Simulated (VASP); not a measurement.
Band structure of ZrSe2 (1T layered). Level of theory: AM05 GGA, VASP's PBE PAW potentials (set 64) (plane waves; VASP).

Without a dispersion term in the relaxation, distances and binding between the weakly bound layers, chains or molecules are unreliable, and so is what depends on them.

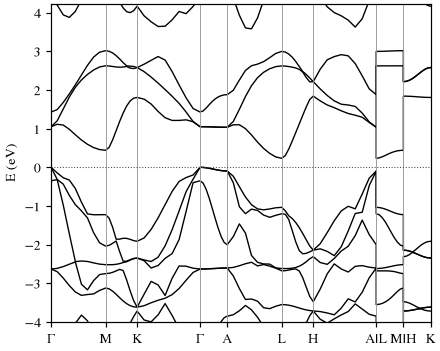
*Bands along high-symmetry lines, zero at the valence-band maximum or, without a gap, the Fermi level*

### Question
Read the plot: is there a gap, and where are the band edges?

### Answer
The gap is indirect, 0.23 eV, from the valence maximum at Γ to the conduction minimum at L. (Edges off the drawn lines would not show.)

The compound is ZrSe2 in the 1T layered structure. It was relaxed first.
